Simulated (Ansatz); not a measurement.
Partial pair distribution functions of a relaxed model of amorphous Si₂₄O₅₃Nb₂, broadened by 0.06 Å; density 2.26 g/cm³. Computed with PBE, scalar-relativistic without spin-orbit coupling (plane waves to 420 eV, PAW; Ansatz, an electronic-structure program).

A CHGNet melt-quench gave the starting glass, which DFT then relaxed. O atoms were pushed apart under 1.9 Å during the dynamics, to hinder bonds among them. The hot cell started wider than the set density and was brought back towards it in steps. It is the lowest in DFT energy of 2 quenches. It is a model cell: composition and starting density were chosen by hand, and all elements were melted together. No dispersion term was used. Its density started from a set value of 2.40 and ended at 2.26 g/cm³. The simulated quench (nominally 480 K/ps over its main leg) is rapid and tends to freeze in more defects than a deposited or slowly cooled glass has. Values belong to this one cell and scatter from quench to quench. The volume was free in the relaxation, at fixed shape. Stress components on the final sampling reach 1.1 GPa.

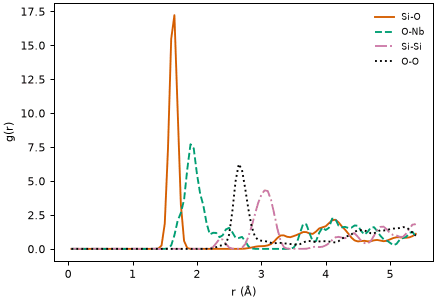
Figure: Partial pair distribution functions

Highest peaks under 4.5 Å: Si-O near 1.65 Å, O-Nb near 1.90 Å, Si-Si near 3.05 Å, O-O near 2.65 Å; pairs of few atoms are noisy.

Within 1.90 Å each Si has 4.00 O neighbours on average.
